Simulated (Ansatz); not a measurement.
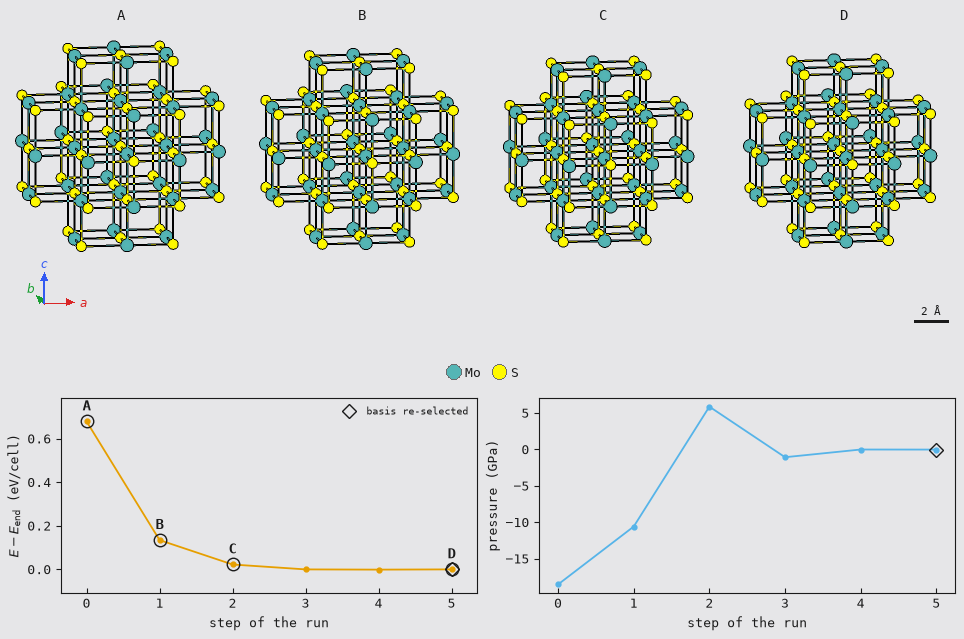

Frames of a relaxation of a crystal of MoS (built on the rock salt type), marked on the history of the run. Style: ball-and-stick. Shown: the conventional cell (4 times the calculation's cell), from a free direction. Lengths and directions refer to the drawn axes.

Case: no spin polarisation.

Method: Ansatz, DFT PBE+U, scalar-relativistic, plane waves, PAW. (plane-wave cutoff 420 eV; k-point mesh 14 × 14 × 14; occupations gaussian; smearing width 0.1 eV; U Mo 4.38 eV; no spin polarisation; cell and atoms relaxed; force threshold 0.01 eV/Å; at most 60 steps)

Question: What happens along the run?

Answer: No atom moves by more than 0.005 Å relative to the cell. The drawn cell changes as follows: a = b = c 5.475 → 5.014 Å (−8.4 %); the volume changes by −23.2 %. Some distances before and after: Mo–S 2.737 → 2.507 Å. The space group stays Fm-3m (No. 225). Over 4 accepted moves (5 points after the start) the energy falls by 0.679 eV per cell of the calculation. All forces vanish by symmetry, so only the cell relaxes. The pressure goes from −18.53 to −0.02 GPa. The SCF was repeated once at an unchanged geometry on a basis and grid sized afresh for the cell, which shifted the energy by 1.1 meV per cell of the calculation at most. From step 0 to 1: volume −13.9 %, energy −0.545 eV per cell of the calculation. From step 1 to 2: volume −14.6 %, energy −0.112 eV per cell of the calculation. From step 2 to 5: volume +4.5 %, energy −22.4 meV per cell of the calculation.

```csv
step,"E − E(0), meV/atom","pressure, GPa","volume, Å³/atom",note
0,0.00,-18.53,20.511,
1,-272.29,-10.58,17.655,
2,-328.30,5.87,15.077,
3,-339.55,-1.07,15.905,
4,-340.06,-0.01,15.761,
5,-339.51,-0.02,15.761,"same geometry, new basis"
```
